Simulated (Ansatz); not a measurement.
Input file:

```
accuracy: low
crystal:
  lattice:
    - [6.32, 0.0, 0.0]
    - [3.16, 4.468915, 0.0]
    - [0.0, 0.0, 17.703372]
  atoms:
    - { symbol: W, position: [-0.25, 0.5, 0.0564864] }
    - { symbol: W, position: [0.25, 0.5, 0.0564864] }
    - { symbol: W, position: [-0.25, 1.0, 0.0564864] }
    - { symbol: W, position: [0.25, 1.0, 0.0564864] }
    - { symbol: W, position: [0.0, 0.0, 0.1827029] }
    - { symbol: W, position: [0.5, 0.0, 0.1827029] }
    - { symbol: W, position: [0.0, 0.5, 0.1827029] }
    - { symbol: W, position: [0.5, 0.5, 0.1827029] }
    - { symbol: W, position: [-0.25, 0.5, 0.3089194] }
    - { symbol: W, position: [0.25, 0.5, 0.3089194] }
    - { symbol: W, position: [-0.25, 1.0, 0.3089194] }
    - { symbol: W, position: [0.25, 1.0, 0.3089194] }
    - { symbol: W, position: [0.0, 0.0, 0.4351359] }
    - { symbol: W, position: [0.5, 0.0, 0.4351359] }
    - { symbol: W, position: [0.0, 0.5, 0.4351359] }
    - { symbol: W, position: [0.5, 0.5, 0.4351359] }
    - { symbol: C, position: [0.3418541, 0.8101294, 0.5481087] }
    - { symbol: O, position: [0.3418541, 0.8101294, 0.6136329] }
basis:
  ecutwfc: 420.0
kpoints:
  mp_grid: { grid: [2, 2, 1] }
hamiltonian:
  xc: pbe
scf:
  occupations: { method: fermi_dirac, width: 0.1 }
  lower_state_search: "off"
relax:
  f_tol: 0.08
  max_steps: 25
  adjacent_minimum: "off"
  constraints: [{ sites: [0, 1, 2, 3] }]
output:
  write_density: true
  write_potential: true
  elf: true
  volumetric_format: npy
```

Run with:

```sh
ansatz run input.yaml --threads 2 --pin off --max-ram 5120MiB --backend cpu --events-out ev --progress --plain --runs-dir out
```

The fields are those of the relaxed geometry.

These are results of DFT PBE, scalar-relativistic, plane waves, PAW in Ansatz 0.2.0, not measurements.

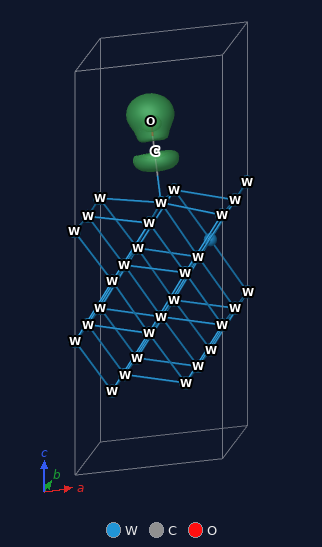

W16CO (slab). Isosurface of the electron localisation function at 0.7 (green), seen slightly off an axis. Only the valence region is drawn (cores and ρ < 0.01 e/Å³ removed). Sticks mark near contacts.

In a PAW calculation such maps are meaningful between the atoms, not at the nuclei.

Question: What do the ELF domains correspond to?

Answer: The surface consists of one lobe of the valence shell of C pointing towards W (polar bonds) and one region on O in which the atom's valence shell and bonds are merged, counted in one cell of 18 atoms. Counts are for one cell; the picture repeats the cell along the surface.

Values along the shortest contacts:
C–O (1.16 Å): the ELF peaks at about 0.85 between the atoms. W–C (2.03 Å): the ELF peaks at about 0.90 in the valence shell of C, 0.6 Å from its nucleus, and is about 0.30 at the midpoint.
